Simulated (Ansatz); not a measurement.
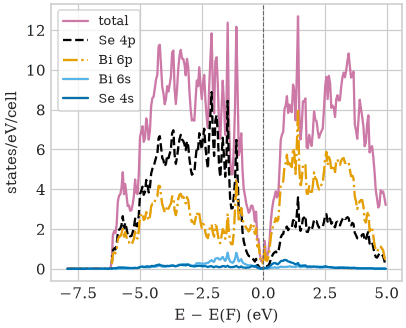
Figure: Total and projected density of states of BiSe in space group P-3m1 (No. 164; Pearson symbol hP12), DFT-LDA in the program Ansatz with PAW potentials

Problem. Which orbitals carry the states next to the Fermi level?

Solution. Within 0.5 eV of the Fermi level: Bi 6p 71 %, Se 4p 18 %, Se 4s 6 %. Projections are on Löwdin-orthogonalised atomic valence shells; empty p or d shells of many metals are not among them.

Problem. Where is the tallest occupied peak in this window, and what makes it?

Solution. Near -1.4 eV, about 12 states/eV per cell; the largest projected share is Se 4p.

The first step of the workflow began from a Materials Project structure, measured or hypothetical; the Crystallography Open Database copy checked does not list it. COD files the formula under space group No. 12, 225. Its standing as an ambient phase is unchecked. The LDA relaxation kept the symmetry of its start; whether a distortion lowers the energy is not shown. A crystal of weakly bound layers computed without a dispersion correction: the cell and the soft elastic constants depend strongly on that. Spin–orbit coupling is left out wherever it is not named.

Potentials: the later of the program's two PAW sets.
